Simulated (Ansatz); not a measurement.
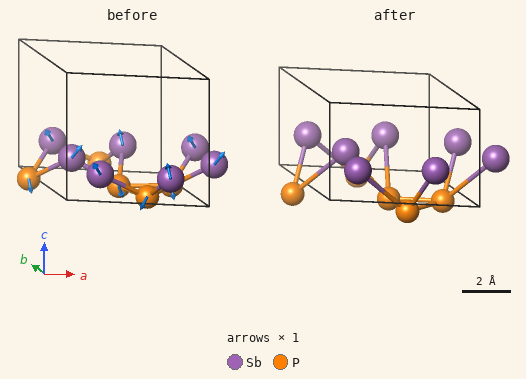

The structure of crystalline SbP (built on the random type) (coarse preliminary run) before (left) and after (right) a relaxation, at one scale. The blue arrows give the displacements (the part carried along by the change of the cell is left out), at their true length.

Style: ball-and-stick. Shown: the cell of the calculation, slightly off an axis.

Case: random cell with space group P3 (No. 143).

Level of theory: Ansatz, DFT PBE, scalar-relativistic, plane waves, PAW. Settings: plane-wave cutoff 420 eV; k-point mesh 3 × 3 × 4; occupations gaussian; smearing width 0.1 eV; no spin polarisation; cell and atoms relaxed; force threshold 0.04 eV/Å; at most 70 steps.

Q: What changed between the two?

A: The largest moves relative to the cell, 0.74 Å, are those of Sb atoms. Largest moves by element: Sb 0.74 Å, P 0.66 Å. The volume changes by −15.1 %, with a = b 6.065 → 6.384 Å (+5.3 %), c 5.484 → 4.202 Å (−23.4 %). Among the contacts that change: P–Sb 4.708 → 2.785 Å, P–Sb 4.799 → 3.249 Å, P–Sb 2.491 → 3.249 Å, P–Sb 2.309 → 2.785 Å. Bond angles that change, for instance: Sb–P–P 117.8° → 96.5°, Sb–P–P 148.3° → 128.1°. The space group (tolerance 0.01 Å) goes from P3 (No. 143) to P-6 (No. 174). Over 11 accepted moves (13 points after the start) the energy falls by 690 meV per atom. Largest force component: 2.8 eV/Å at the start, 0.011 eV/Å at the end. Pressure: 17.27 GPa at the start and −0.02 GPa at the end. The line search rejected the trial step at point 9 of the run. The SCF was repeated once at an unchanged geometry on a basis and grid sized afresh for the cell, which shifted the energy by 0.1 meV per atom at most.
